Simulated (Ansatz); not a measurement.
## Fields on a plane of Ga2O3 (beta-Ga2O3 type, space group C2/m)

```yaml
crystal:
  lattice:
    - [6.22762, -1.54173, 0.00000]
    - [6.22762, 1.54173, 0.00000]
    - [-1.39233, 0.00000, 5.71032]
  atoms:
    - { symbol: Ga, position: [0.08991, 0.08991, 0.79470] }
    - { symbol: Ga, position: [0.91009, 0.91009, 0.20530] }
    - { symbol: Ga, position: [0.65850, 0.65850, 0.31416] }
    - { symbol: Ga, position: [0.34150, 0.34150, 0.68584] }
    - { symbol: O, position: [0.16349, 0.16349, 0.10919] }
    - { symbol: O, position: [0.83651, 0.83651, 0.89081] }
    - { symbol: O, position: [0.17371, 0.17371, 0.56436] }
    - { symbol: O, position: [0.82629, 0.82629, 0.43564] }
    - { symbol: O, position: [0.49603, 0.49603, 0.25671] }
    - { symbol: O, position: [0.50397, 0.50397, 0.74329] }
```

The slice is a (001) plane (indices of the conventional cell) through the point (0.164, 0.164, 0.109) (fractional), spanned by u = [1 -1 0] and v = [110] in vectors of this cell: u (3.08 Å) and v (12.46 Å, at 90° to u). It covers one period; positions are fractions (u, v).

Atoms on it: O at (0.00, 0.00); O at (0.50, 0.50). Other atoms lie within 1 Å of the plane.

Calculation: PBE (plane waves to 420 eV, PAW, scalar-relativistic; Ansatz, a first-principles code). k mesh 11×11×6. These are valence fields of a PAW run, semicore shells included where kept as valence: close to a nucleus they are smooth pseudo fields. Ga2O3 was relaxed with its symmetry unable to fall.

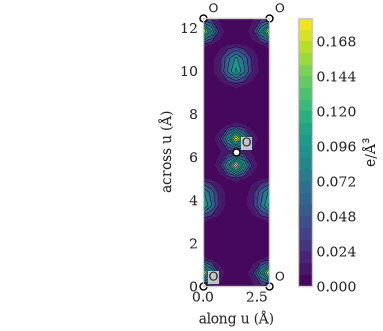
Fig. 1. Density of the highest valence band (whole band, smooth part) in e/Å³, one period of the plane, atoms marked. 

```tsv
v \ u	0.00	0.12	0.25	0.38	0.50	0.62	0.75	0.88
0.90	-0.9	-1.0	-1.1	-1.0	-1.0	-1.0	-1.1	-1.0
0.80	-0.6	-0.6	-0.6	-0.4	-0.3	-0.4	-0.6	-0.6
0.70	0.0	-0.2	-0.6	-1.1	-1.2	-1.1	-0.6	-0.2
0.60	-1.4	-1.4	-1.3	-1.1	-1.0	-1.1	-1.3	-1.4
0.50	-0.8	-0.6	0.0	0.7	0.9	0.7	0.0	-0.6
0.40	-1.0	-1.0	-1.1	-1.0	-0.9	-1.0	-1.1	-1.0
0.30	-0.3	-0.4	-0.6	-0.6	-0.6	-0.6	-0.6	-0.4
0.20	-1.2	-1.1	-0.6	-0.2	0.0	-0.2	-0.6	-1.1
0.10	-1.0	-1.1	-1.3	-1.4	-1.4	-1.4	-1.3	-1.1
0.00	0.9	0.7	0.0	-0.6	-0.8	-0.6	0.0	0.7
```

Values: log₁₀ of the valence density in e/Å³. The scale is logarithmic, as a density can span decades between atoms and voids.
